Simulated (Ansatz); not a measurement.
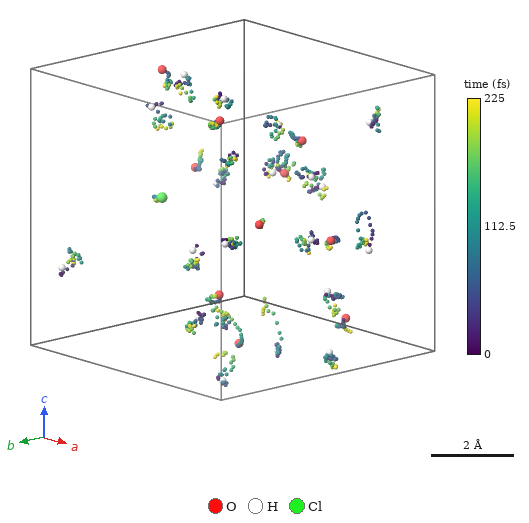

First-principles dynamics of a periodic cell with 10 H2O + 1 HCl at 1.025 g/cm³, 225 fs long. Dots mark each atom's position at evenly spaced times, coloured by time; spheres stand at the starting positions. Seen from a free direction in the simulation cell.

These are results of DFT PBE, scalar-relativistic, plane waves, PAW (Ansatz), not measurements. Run with plane-wave cutoff 420 eV; k-point mesh 1 × 1 × 1; Fermi-Dirac smearing 0.02 eV; low-accuracy preset; Langevin thermostat (NVT); set temperature 300 K; time step 0.75 fs; H given the mass 2.014 u; friction 0.02 per fs.

Input file:
```yaml
accuracy: low
crystal:
  lattice:
    - [7.054004, 0.0, 0.0]
    - [0.0, 7.054004, 0.0]
    - [0.0, 0.0, 7.054004]
  atoms:
    - { symbol: O, position: [0.91026683, 0.33631931, 0.16110445] }
    - { symbol: H, position: [0.86509239, 0.37230574, 0.03470872] }
    - { symbol: H, position: [0.78977702, 0.31412668, 0.23009748] }
    - { symbol: O, position: [0.54447467, 0.60358247, 0.22045587] }
    - { symbol: H, position: [0.65874014, 0.67818354, 0.18052682] }
    - { symbol: H, position: [0.44615046, 0.60893651, 0.11979045] }
    - { symbol: O, position: [0.14270765, 0.24191984, 0.70610048] }
    - { symbol: H, position: [0.16724937, 0.20442767, 0.57252104] }
    - { symbol: H, position: [0.05224572, 0.14221584, 0.74913949] }
    - { symbol: O, position: [0.19757064, 1.10619744, 0.31652969] }
    - { symbol: H, position: [0.10905073, 1.18690544, 0.24310261] }
    - { symbol: H, position: [0.14169178, 0.97962157, 0.30520968] }
    - { symbol: O, position: [0.23590963, 0.5950662, 0.97229873] }
    - { symbol: H, position: [0.2595824, 0.66520565, 0.85333977] }
    - { symbol: H, position: [0.20757544, 0.46683577, 0.92571146] }
    - { symbol: O, position: [0.57921856, 0.24522014, 0.72113537] }
    - { symbol: H, position: [0.44349415, 0.2348664, 0.74862756] }
    - { symbol: H, position: [0.58796318, 0.21040163, 0.58530327] }
    - { symbol: O, position: [0.87066403, 0.8010125, 0.14459192] }
    - { symbol: H, position: [0.86472016, 0.87182468, 0.02201925] }
    - { symbol: H, position: [0.96656166, 0.70334317, 0.11990753] }
    - { symbol: O, position: [0.85105199, 0.98843494, 0.81047951] }
    - { symbol: H, position: [0.7370095, 1.0703739, 0.7875434] }
    - { symbol: H, position: [0.83432421, 0.87475307, 0.7304543] }
    - { symbol: O, position: [0.60825219, 0.13752123, 0.34594333] }
    - { symbol: H, position: [0.68126691, 0.02325124, 0.3046537] }
    - { symbol: H, position: [0.4742637, 0.10978673, 0.31705326] }
    - { symbol: O, position: [0.85853776, 0.57710497, 0.71797612] }
    - { symbol: H, position: [0.73369255, 0.52099742, 0.68482487] }
    - { symbol: H, position: [0.95053181, 0.48154986, 0.67001514] }
    - { symbol: Cl, position: [0.40135859, 0.74311407, 0.56835213] }
    - { symbol: H, position: [0.47737597, 0.66681608, 0.37894659] }
basis:
  ecutwfc: 420.0
kpoints:
  mp_grid: { grid: [1, 1, 1] }
hamiltonian:
  xc: pbe
scf:
  occupations: { method: fermi_dirac, width: 0.02 }
  lower_state_search: "off"
md:
  timestep: 0.75
  n_steps: 300
  ensemble: nvt_langevin
  temperature: 300.0
  initial_velocities: maxwell_boltzmann
  seed: 716622
  friction: 0.02
  masses: [{ species: H, mass: 2.014 }]
```

Command:
```bash
ansatz run input.yaml --threads 1 --pin off --max-ram 3072MiB --backend cpu --events-out ev --progress --plain --runs-dir out
```

What do the traces tell about the motion?

Answer. Root-mean-square distances from the starting positions over the second half, with the common drift of all atoms taken out: H 0.51 Å, O 0.42 Å, Cl 0.15 Å. The heavy atoms stay within a fraction of a molecule's size of their starting places; so short a run doesn't tell a liquid from a solid. Bond changes: one Cl–H bond breaks at about 77 fs; one H–O bond forms at about 120 fs. Over the second half the temperature averages 303 K (spread ±54 K). The potential energy in the second half lies on average 20.8 meV per atom above the first frame.

Limits of the set-up: the program's low-accuracy preset was used; masses were changed (H 2.014 u), which shifts the vibrations; the periodic images lie only 7.1 Å apart, so the values are limited by the cell's size.

Cost: 9.1 min on 1 thread of Arm Neoverse V1, on a shared host, peak memory 0.39 GiB.
